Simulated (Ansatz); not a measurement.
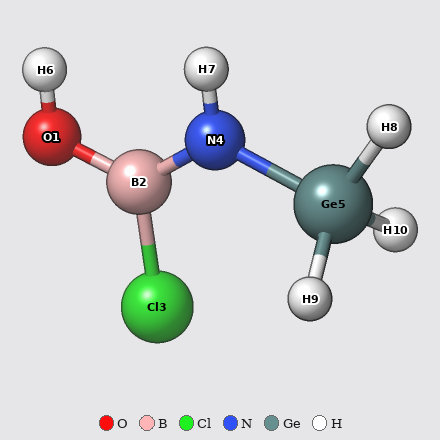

The system is BClGeH5NO, SMILES OB(Cl)[NH][GeH3]; the picture shows the reference structure. Coordinates scanned: (1) umbrella angle at B2 (between each of its bonds and their common axis; 90 is planar); (2) change of the bonds B2–O1, B2–Cl3, B2–N4, all alike. Nothing is relaxed (all other coordinates rigid). Grid: 13 × 13 points. Points are written as (first, second). All energies are given in kJ/mol relative to the relaxed molecule at the same level. Theory: RKS PBE0-D4/def2-SVP in Ansatz 0.2.0.

Its coordinates:

```xyz
10

O    -1.5086   -1.9852    0.6100
B    -0.4558   -1.1402    0.4702
Cl    1.0790   -1.6759    1.2120
N    -0.4621    0.1013   -0.1959
Ge    0.9993    1.2329   -0.3685
H    -2.3179   -1.6669    0.1997
H    -1.3219    0.4265   -0.6248
H     0.4618    2.4347   -1.1686
H     1.4859    1.6871    1.0145
H     2.1235    0.5344   -1.1458
```

Range: umbrella angle at B2 (between each of its bonds and their common axis; 90 is planar) from 66 to 114°; change of the bonds B2–O1, B2–Cl3, B2–N4, all alike from −0.167 to 0.258 Å.

Question: What landscape does the calculation give?

Answer: The lowest grid point is at (90°, 0.010 Å), 0.6 kJ/mol from the relaxed molecule at the same level. No other kind of well shows on this grid. The highest grid point, (114°, −0.167 Å), lies 607 kJ/mol above the lowest. Round the minimum the two coordinates are nearly uncoupled.

| second ↓, first → | 66 | 70 | 74 | 78 | 82 | 86 | 90 | 94 | 98 | 102 | 106 | 110 | 114 |
| --- | --- | --- | --- | --- | --- | --- | --- | --- | --- | --- | --- | --- | --- |
| 0.258 | 401 | 354 | 317 | 291 | 272 | 262 | 258 | 262 | 272 | 291 | 317 | 354 | 401 |
| 0.223 | 358 | 307 | 268 | 239 | 219 | 208 | 204 | 208 | 219 | 239 | 268 | 307 | 358 |
| 0.187 | 318 | 262 | 220 | 190 | 168 | 156 | 152 | 156 | 168 | 190 | 220 | 262 | 318 |
| 0.152 | 285 | 225 | 180 | 147 | 124 | 111 | 107 | 111 | 124 | 147 | 180 | 225 | 285 |
| 0.116 | 259 | 194 | 145 | 109 | 85 | 71 | 66 | 71 | 85 | 109 | 145 | 194 | 259 |
| 0.081 | 243 | 172 | 119 | 80 | 54 | 39 | 34 | 39 | 54 | 80 | 119 | 172 | 243 |
| 0.046 | 237 | 161 | 103 | 62 | 33 | 17 | 12 | 17 | 33 | 62 | 103 | 161 | 237 |
| 0.010 | 246 | 162 | 100 | 55 | 24 | 6 | 1 | 6 | 24 | 55 | 100 | 162 | 246 |
| −0.025 | 270 | 179 | 111 | 62 | 29 | 10 | 4 | 10 | 29 | 62 | 111 | 179 | 270 |
| −0.061 | 315 | 215 | 141 | 88 | 52 | 32 | 25 | 32 | 52 | 88 | 142 | 215 | 315 |
| −0.096 | 382 | 273 | 193 | 135 | 96 | 74 | 66 | 74 | 96 | 135 | 193 | 273 | 382 |
| −0.132 | 479 | 360 | 272 | 209 | 167 | 142 | 134 | 142 | 167 | 209 | 272 | 360 | 479 |
| −0.167 | 607 | 477 | 381 | 312 | 266 | 239 | 230 | 239 | 266 | 312 | 381 | 477 | 607 |

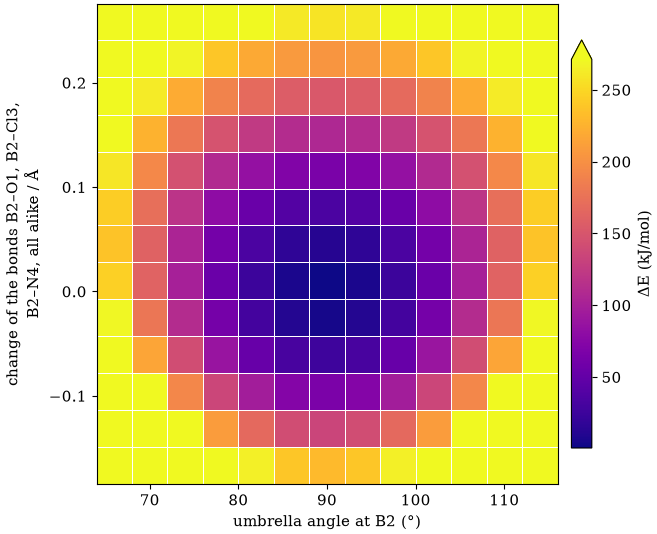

The picture shows one coloured cell a grid point, one colour for all values above the top of the scale.

Time for the 169 points that were run: 22 min on 1 thread of Intel(R) Xeon(R) Platinum 8259CL CPU @ 2.50GHz (Skylake/Cascade Lake), with other jobs on the host.
